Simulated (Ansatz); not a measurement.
# FH$_{6}$HfNO$_{3}$: what the fields show

```xyz
12

Hf    0.3483   -0.0471    0.1727
O    -0.7854    0.6541    2.1658
H    -1.0076    1.4445    1.5791
O     1.4435   -0.1350   -1.4249
H     2.1670   -0.1206   -2.0624
N    -0.9113    1.6029   -0.2764
H    -1.9009    1.4844   -0.5296
H    -0.5606    2.3908   -0.8349
O    -0.6159   -1.7420    0.2302
H    -0.6384   -2.6460   -0.1136
F     1.7981    0.3221    1.4464
H    -0.0831    0.9603    2.7726
```

Core potentials replace the inner electrons of Hf.

Method: RKS PBE-D4/def2-SVP (Ansatz).

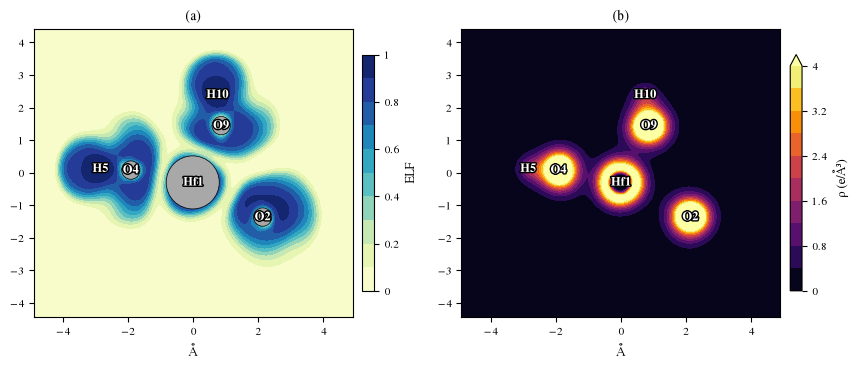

Figure 1. (a) ELF; (b) electron density on the plane of atoms O2, Hf1 and O9. Grey discs cover the atomic cores in the ELF map.

**What do the fields say about this system?**

- The section cuts through Hf, O and H sites.
- Hf–O (1.94 Å): the density is about 0.83 e/Å³ at the midpoint; the ELF peaks at about 0.80 in the valence shell of O, 0.5 Å from its nucleus, and drops to about 0.15 between the two atoms.
- O–H (0.96 Å): the density is about 3.6 e/Å³ at the midpoint; the ELF climbs to about 1 towards the hydrogen, as it does in any bond to H: a covalent bond by its length.

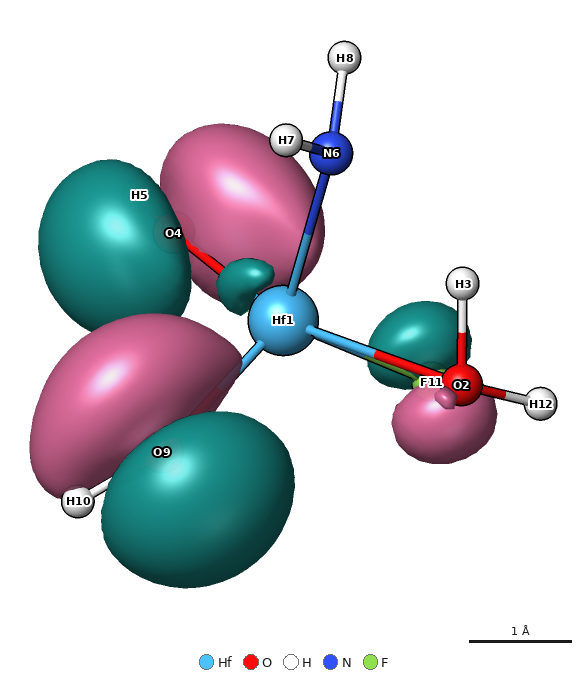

Figure 2. The HOMO−1 at ±0.1 Å⁻³ᐟ² (teal and pink are the two phases), seen at an oblique angle.

**Describe this orbital and give its energy.**

It lies mainly on O9 (about 45 %) and O4 (about 35 %); largely a combination of lone pairs on O9 and O4. Its energy is −6.84 eV.

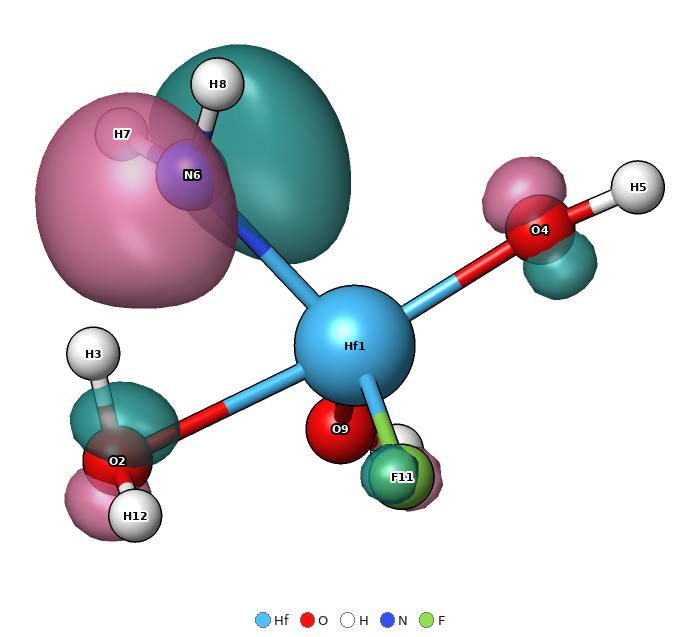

Figure 3. The HOMO at ±0.15 Å⁻³ᐟ² (teal and pink are the two phases), seen at a tilt.

**Describe this orbital and give its energy.**

Its weight (Hirshfeld) is mainly on N6 (about 65 %); largely a lone pair of N6. Its energy is −5.66 eV.
